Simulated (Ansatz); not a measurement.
PtS2 (CdI2 type)

```yaml
crystal:
  lattice:
    - [3.55931, 0.00000, 0.00000]
    - [-1.77966, 3.08245, 0.00000]
    - [0.00000, 0.00000, 4.38472]
  atoms:
    - { symbol: Pt, position: [0.00000, 0.00000, 0.00000] }
    - { symbol: S, position: [0.66667, 0.33333, 0.27118] }
    - { symbol: S, position: [0.33333, 0.66667, 0.72882] }
```

In each cell atom 2 (S, nearest neighbour Pt at 2.374 Å; its periodic images, 3.6 Å or more away, move with it) moves by s·(0.577, 0.577, 0.577) (along Cartesian [111]), the rest being held.

Calculation: PBEsol-D3(BJ) (plane waves to 420 eV, PAW, scalar-relativistic; Ansatz, a quantum-chemistry and plane-wave program). k mesh 12×12×9 (Γ-centred), Fermi-Dirac smearing 0.05 eV. The energy includes the smearing's −TS. With partly filled bands, energies and forces of such displacements shift with the k mesh and the smearing. F⊥ is the part of the force across the line. PtS2 is run without spin polarisation. PtS2 was relaxed with its symmetry unable to fall. Spin-orbit coupling is left out, though Pt is heavy. The zero of ΔE is the undisplaced structure.

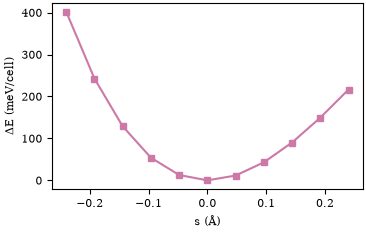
Figure. ΔE (meV/cell) against s (Å); computed points joined by lines.

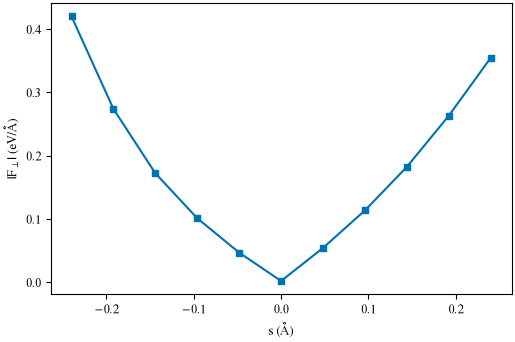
|F⊥| (eV/Å) against s (Å); markers are the computed points, lines only join them.

The energy at s = 0.240 Å is 216 meV/cell, the force along the line at s = -0.240 Å is 3.85 eV/Å and the force constant k = d²E/ds² at s = 0 (finite differences) is 10.5 eV/Å². Harmonic estimate at the end of the scan: ½ks² = 302 meV/cell against the computed 216 meV/cell, so the well is softer than harmonic there. Shape of the curve: a single well with its minimum at or next to zero displacement.

The forces along the line at the two nearest points give (0.547 − (-0.461)) / (2·0.048) = 10.50 eV/Å²; the next pair corrects for the finite step.

(For displaced atoms, the force is minus the slope of the energy, and its curvature is a force constant, which sets phonon frequencies.)
